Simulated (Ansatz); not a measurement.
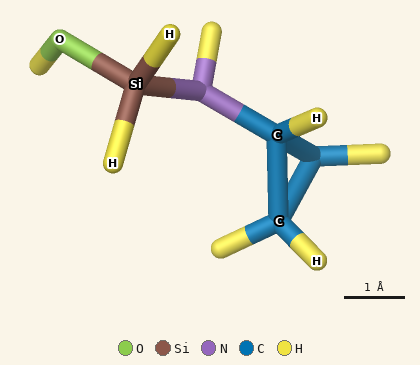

Figure 1. The input geometry (stick view, seen at a tilt).

**Geometry relaxation of C₃H₉NOSi (part 1 of 2)**

The run: geometry relaxation of C₃H₉NOSi. Method and program: RKS B3LYP/6-31G* (Ansatz 0.2.0).

It belongs to a series of runs on one base structure; here: end point A relaxed.

### Input
```yaml
crystal:
  periodic: [false, false, false]
  atoms:
    - { symbol: O, position_ang: [-0.9294, 2.3362, 1.8771] }
    - { symbol: Si, position_ang: [-1.4661, 1.0868, 0.9596] }
    - { symbol: "N", position_ang: [-0.0523, 0.2373, 0.6852] }
    - { symbol: C, position_ang: [0.206, -0.8834, -0.2228] }
    - { symbol: C, position_ang: [0.5537, -0.6543, -1.6588] }
    - { symbol: C, position_ang: [1.5175, -1.248, -0.674] }
    - { symbol: H, position_ang: [-0.1959, 2.8604, 1.4934] }
    - { symbol: H, position_ang: [-2.3498, 0.2468, 1.7163] }
    - { symbol: H, position_ang: [-2.0016, 1.5697, -0.2895] }
    - { symbol: H, position_ang: [0.3402, -0.0199, 1.6401] }
    - { symbol: H, position_ang: [-0.5535, -1.7311, -0.0229] }
    - { symbol: H, position_ang: [0.1466, -1.2727, -2.394] }
    - { symbol: H, position_ang: [0.6872, 0.3993, -1.9741] }
    - { symbol: H, position_ang: [2.327, -0.6466, -0.3227] }
    - { symbol: H, position_ang: [1.7486, -2.3313, -0.7837] }
basis:
  gaussian: { orbitals: "6-31G*" }
hamiltonian:
  xc: b3lyp
relax:
  f_tol: 0.02
  max_steps: 50
```

Launch command:
```bash
ansatz run input.yaml --threads 2 --pin off --max-ram 3072MiB --backend cpu --events-out ev --progress --plain --runs-dir out
```

### Log
```
The last accepted step is kept in [file] (removed where the run ends without a failure and the disk answers)
Engine: ansatz 0.2.0, aarch64-unknown-linux-gnu
Functional definition: B3LYP
  parameter a0 = 0.2
  parameter ax = 0.72
  parameter ac = 0.81
  exchange = (1 - a0 - ax)*slater_x + ax*b88_x + a0*exact_x
  correlation = (1 - ac)*vwn_rpa_c + ac*lyp_c
1273 factors; integrals over basis functions are off by at most 4.0e-4 eV
mean field evaluation 1: about -14660.5056 eV, gradient 7.7e1 eV
mean field evaluation 2: about -14648.1842 eV, gradient 1.1e2 eV
mean field evaluation 4: about -14672.2486 eV, gradient 4.4e0 eV
mean field evaluation 8: about -14672.3096 eV, gradient 7.5e-2 eV
mean field evaluation 16: about -14672.3096 eV, gradient 4.0e-5 eV
mean field -14672.30960310 eV, -539.1974326654 hartree, gradient 4.0e-5 eV, S^2 0.000000; 0 other end points of the search recorded, 0 dependent functions left out
the calculation of the forces begins
reference -14672.30985449 eV, -539.1974419036 hartree; 28, 28 occupied and 84, 84 virtual orbitals, 1273 factors
relax step   1: F+E_penalty+E_count = -14672.30960310 eV  Δ(F+E_penalty+E_count) = +0.000e0 eV  max|allowed force component| = 4.370e0 eV/Å  Δτ_max = 0.0000 Å  (26 SCF iters, accepted)
these checks for a lower state are left out or cut short: starts, cluster_reference, orbital_swaps, neighbouring_geometries, increment
1273 factors; integrals over basis functions are off by at most 4.3e-4 eV
mean field -14672.83519085 eV, -539.2167476590 hartree, gradient 1.7e-5 eV, S^2 0.000000; 0 other end points of the search recorded, 0 dependent functions left out
[... from here on the field's lines of each further geometry are left out, up to the last ...]
relax step   2: F+E_penalty+E_count = -14672.83519085 eV  Δ(F+E_penalty+E_count) = -5.256e-1 eV  max|allowed force component| = 1.730e0 eV/Å  Δτ_max = 0.1576 Å  (28 SCF iters, accepted)
relax step   3: F+E_penalty+E_count = -14672.93874801 eV  Δ(F+E_penalty+E_count) = -1.036e-1 eV  max|allowed force component| = 2.928e-1 eV/Å  Δτ_max = 0.1319 Å  (28 SCF iters, accepted)
relax step   4: F+E_penalty+E_count = -14672.94844234 eV  Δ(F+E_penalty+E_count) = -9.694e-3 eV  max|allowed force component| = 3.110e-1 eV/Å  Δτ_max = 0.2000 Å  (27 SCF iters, accepted)
relax step   5: F+E_penalty+E_count = -14672.96849240 eV  Δ(F+E_penalty+E_count) = -2.005e-2 eV  max|allowed force component| = 1.459e-1 eV/Å  Δτ_max = 0.0458 Å  (29 SCF iters, accepted)
relax step   6: F+E_penalty+E_count = -14672.97207585 eV  Δ(F+E_penalty+E_count) = -3.583e-3 eV  max|allowed force component| = 1.065e-1 eV/Å  Δτ_max = 0.0572 Å  (26 SCF iters, accepted)
relax step   7: F+E_penalty+E_count = -14672.97408270 eV  Δ(F+E_penalty+E_count) = -2.007e-3 eV  max|allowed force component| = 1.606e-1 eV/Å  Δτ_max = 0.0890 Å  (25 SCF iters, accepted)
relax step   8: F+E_penalty+E_count = -14672.97741667 eV  Δ(F+E_penalty+E_count) = -3.334e-3 eV  max|allowed force component| = 6.748e-2 eV/Å  Δτ_max = 0.0557 Å  (25 SCF iters, accepted)
relax step   9: F+E_penalty+E_count = -14672.97901210 eV  Δ(F+E_penalty+E_count) = -1.595e-3 eV  max|allowed force component| = 4.905e-2 eV/Å  Δτ_max = 0.0721 Å  (25 SCF iters, accepted)
relax step  10: F+E_penalty+E_count = -14672.98003470 eV  Δ(F+E_penalty+E_count) = -1.023e-3 eV  max|allowed force component| = 7.544e-2 eV/Å  Δτ_max = 0.0660 Å  (25 SCF iters, accepted)
relax step  11: F+E_penalty+E_count = -14672.98077130 eV  Δ(F+E_penalty+E_count) = -7.366e-4 eV  max|allowed force component| = 7.195e-2 eV/Å  Δτ_max = 0.0432 Å  (25 SCF iters, accepted)
relax step  12: F+E_penalty+E_count = -14672.98142668 eV  Δ(F+E_penalty+E_count) = -6.554e-4 eV  max|allowed force component| = 6.569e-2 eV/Å  Δτ_max = 0.0630 Å  (25 SCF iters, accepted)
relax step  13: F+E_penalty+E_count = -14672.98181659 eV  Δ(F+E_penalty+E_count) = -3.899e-4 eV  max|allowed force component| = 5.877e-2 eV/Å  Δτ_max = 0.0497 Å  (25 SCF iters, accepted)
relax step  14: F+E_penalty+E_count = -14672.98200707 eV  Δ(F+E_penalty+E_count) = -1.905e-4 eV  max|allowed force component| = 5.366e-2 eV/Å  Δτ_max = 0.0229 Å  (26 SCF iters, accepted)
relax step  15: F+E_penalty+E_count = -14672.98224691 eV  Δ(F+E_penalty+E_count) = -2.398e-4 eV  max|allowed force component| = 3.058e-2 eV/Å  Δτ_max = 0.0410 Å  (25 SCF iters, accepted)
the calculation of the forces begins
reference -14672.98259099 eV, -539.2221645141 hartree; 28, 28 occupied and 84, 84 virtual orbitals, 1273 factors
relax step  16: F+E_penalty+E_count = -14672.98234226 eV  Δ(F+E_penalty+E_count) = -9.535e-5 eV  max|allowed force component| = 1.856e-2 eV/Å  Δτ_max = 0.0429 Å  (25 SCF iters, accepted)
```

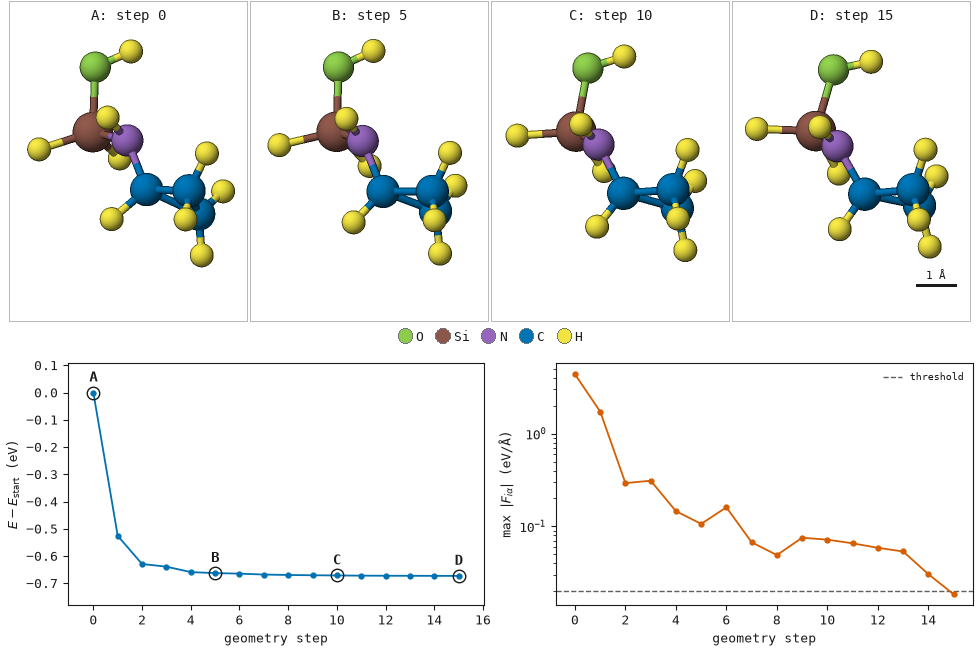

Figure 2. Frames of the relaxation (ball-and-stick view, seen at a tilt) above the curves, on which the letters mark them (the first geometry is step 0 here and step 1 in the log).

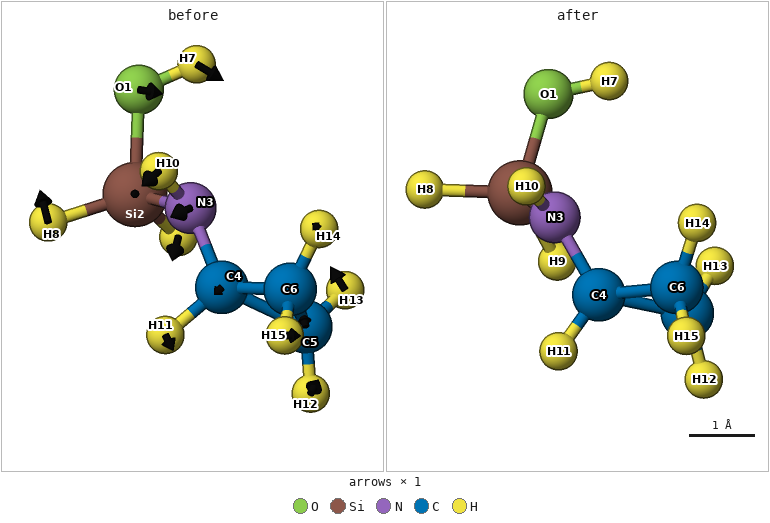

Figure 3. Before (left) and after (right) the relaxation, at one scale (ball-and-stick view, seen at a tilt). The black arrows give the displacements, at true length. H8 moves most after the best rigid fit: 0.59 Å. Largest moves by element: H 0.59 Å, N 0.45 Å, O 0.44 Å, C 0.24 Å, Si 0.09 Å. Among the contacts that change: C4–C6 1.434 → 1.511 Å, C4–H11 1.156 → 1.092 Å, Si2–N3 1.672 → 1.732 Å, Si2–H8 1.435 → 1.485 Å. Among the angles that change: Si2–N3–H10 106.7° → 118.0°, O1–Si2–N3 101.7° → 112.6°, O1–Si2–H8 110.6° → 102.0°. The energy falls by 0.673 eV in 15 geometry steps. The largest force component goes from 4.4 to 0.019 eV/Å. (Atoms are counted from 1 in the order of the input.)

```
1273 factors; integrals over basis functions are off by at most 5.2e-4 eV
mean field -14672.98234226 eV, -539.2221553735 hartree, gradient 9.0e-5 eV, S^2 0.000000; 1 other end points of the search recorded, 0 dependent functions left out
the calculation of the forces begins
reference -14672.98259099 eV, -539.2221645141 hartree; 28, 28 occupied and 84, 84 virtual orbitals, 1273 factors
Total energy: -14672.98259099 eV, -539.2221645141 hartree
Atom 0 at    -0.864028     2.533468     1.491962 Å, force    -0.000915    -0.006866    -0.000478 eV/Å
Atom 1 at    -1.406717     1.032463     1.006147 Å, force     0.016648     0.003766    -0.005711 eV/Å
Atom 2 at    -0.132925    -0.137540     0.913972 Å, force    -0.018559     0.007077    -0.002213 eV/Å
Atom 3 at     0.122955    -1.027766    -0.190117 Å, force     0.005909    -0.004600     0.007437 eV/Å
Atom 4 at     0.529023    -0.452602    -1.523834 Å, force     0.001406     0.004741     0.004640 eV/Å
Atom 5 at     1.541832    -1.191027    -0.682662 Å, force     0.002395    -0.003554    -0.002940 eV/Å
Atom 6 at    -0.120744     2.885481     0.981320 Å, force    -0.007027    -0.007080     0.002630 eV/Å
Atom 7 at    -2.422411     0.721808     2.043913 Å, force     0.007857     0.002857    -0.005371 eV/Å
Atom 8 at    -2.010476     1.044926    -0.352685 Å, force    -0.005436     0.001132     0.003970 eV/Å
Atom 9 at     0.286789    -0.455705     1.782194 Å, force     0.000248    -0.000557    -0.003850 eV/Å
Atom 10 at    -0.493995    -1.927771    -0.236376 Å, force     0.000185     0.002769     0.000068 eV/Å
Atom 11 at     0.149786    -0.927012    -2.424600 Å, force    -0.002609     0.000741     0.004749 eV/Å
Atom 12 at     0.626822     0.626870    -1.592142 Å, force     0.000885    -0.003505    -0.002315 eV/Å
Atom 13 at     2.305645    -0.598357    -0.187092 Å, force    -0.001512    -0.000268     0.000944 eV/Å
Atom 14 at     1.866644    -2.178036    -1.000798 Å, force     0.000527     0.003347    -0.001560 eV/Å
Dipole moment:     0.337565    -0.235431    -0.187825 e Å
```

### Trajectory as extended XYZ (Å, eV, eV/Å), 15 of the 16 frames kept, from step=1 to step=16
```
15
Properties=species:S:1:pos:R:3:forces:R:3 step=1 energy=-14672.30960
O    -0.9294    2.3362    1.8771    0.0720   1.1520   0.7529
Si   -1.4661    1.0868    0.9596    0.1259   0.7849  -0.2037
N    -0.0523    0.2373    0.6852    3.1573  -2.1035   0.4533
C     0.2060   -0.8834   -0.2228   -4.3702  -0.6236   1.5433
C     0.5537   -0.6543   -1.6588    0.5828   2.0686   0.5261
C     1.5175   -1.2480   -0.6740    1.7203  -1.5727  -0.5445
H    -0.1959    2.8604    1.4934   -0.5152  -0.4711   0.1667
H    -2.3498    0.2468    1.7163   -1.0721  -0.1446   0.6848
H    -2.0016    1.5697   -0.2895   -0.5800   0.0694  -0.8185
H     0.3402   -0.0199    1.6401   -0.3649   0.4538  -1.4168
H    -0.5535   -1.7311   -0.0229    1.3029   0.8895  -0.5197
H     0.1466   -1.2727   -2.3940   -0.7305  -1.0195  -1.1097
H     0.6872    0.3993   -1.9741    0.0721  -0.6706   0.2454
H     2.3270   -0.6466   -0.3227    0.6523   0.3616   0.0823
H     1.7486   -2.3313   -0.7837   -0.0528   0.8259   0.1582
15
Properties=species:S:1:pos:R:3:forces:R:3 step=2 energy=-14672.83519
O    -0.9826    2.3738    1.9232    0.0490   0.3603   0.2659
Si   -1.4284    1.1084    0.9548   -0.5122   0.1768  -0.0303
N    -0.0083    0.1992    0.6860    1.1904  -0.9042   0.3320
C     0.1776   -0.9261   -0.2191   -1.7305  -0.0025   0.7155
C     0.5398   -0.6655   -1.6533    0.1951   0.5760   0.0359
C     1.5296   -1.2657   -0.6869    0.8981  -0.6231  -0.3337
H    -0.2345    2.8959    1.5917   -0.1373  -0.1006   0.0239
H    -2.4549    0.3641    1.7205   -0.1865   0.0921   0.1388
H    -2.0101    1.5486   -0.3285   -0.0154  -0.0304  -0.2798
H     0.4181   -0.0186    1.6041   -0.0801   0.1318  -0.5867
H    -0.5148   -1.7819   -0.0418    0.4779   0.4392  -0.1833
H     0.1101   -1.2896   -2.4149   -0.1720  -0.2593  -0.2841
H     0.7015    0.3731   -1.9513   -0.0594  -0.2085   0.1073
H     2.3509   -0.6422   -0.3582    0.1022   0.1092   0.0427
H     1.7841   -2.3244   -0.7970   -0.0196   0.2433   0.0359
15
Properties=species:S:1:pos:R:3:forces:R:3 step=3 energy=-14672.93875
O    -1.0144    2.4037    1.9142   -0.0092  -0.0149   0.0035
Si   -1.4140    1.1011    0.9565   -0.2928   0.0497  -0.0911
N     0.0171    0.1462    0.7283   -0.0170  -0.0904   0.1014
C     0.1617   -0.9549   -0.1992   -0.0110   0.2868   0.0331
C     0.5191   -0.6496   -1.6327    0.0380  -0.0531   0.0469
C     1.5418   -1.2738   -0.7066    0.0469   0.0415  -0.1407
H    -0.2639    2.9210    1.5910    0.0294   0.0407  -0.0200
H    -2.5211    0.4562    1.7334    0.1263   0.0644  -0.1117
H    -1.9207    1.4819   -0.3989    0.0793  -0.0884   0.0960
H     0.4694   -0.0547    1.6169    0.1401  -0.0811   0.0151
H    -0.4974   -1.8058   -0.0511   -0.0903  -0.1802   0.0486
H     0.0790   -1.2608   -2.4172    0.0122   0.0192   0.0370
H     0.6508    0.3963   -1.8884    0.0209   0.0217  -0.0175
H     2.3591   -0.6415   -0.3693   -0.0521   0.0154   0.0264
H     1.8118   -2.3160   -0.8475   -0.0208  -0.0312  -0.0271
15
Properties=species:S:1:pos:R:3:forces:R:3 step=4 energy=-14672.94844
O    -0.9785    2.4312    1.8291   -0.1204   0.0838  -0.1061
Si   -1.3925    1.0860    0.9354    0.3110  -0.2489   0.1666
N     0.0103    0.0543    0.8442   -0.1574   0.0494  -0.1868
C     0.1458   -0.9738   -0.1596    0.1840  -0.1998   0.1375
C     0.4624   -0.5837   -1.5839    0.1050  -0.1404   0.0443
C     1.5223   -1.2318   -0.7250   -0.0049  -0.0098   0.0479
H    -0.2277    2.9349    1.4794   -0.0504  -0.0686   0.0287
H    -2.5480    0.5033    1.6704   -0.0164   0.1242   0.0368
H    -1.7986    1.3434   -0.4757    0.0485   0.0519   0.0661
H     0.4999   -0.1732    1.7094   -0.1638   0.0372  -0.1154
H    -0.4586   -1.8791   -0.0294   -0.0771   0.1733  -0.0710
H     0.0226   -1.1742   -2.3841   -0.0107   0.0583   0.0140
H     0.5962    0.4676   -1.8101   -0.1163   0.0829   0.0269
H     2.3141   -0.5960   -0.3365    0.0374  -0.0297  -0.1123
H     1.8084   -2.2597   -0.9345    0.0315   0.0362   0.0229
```
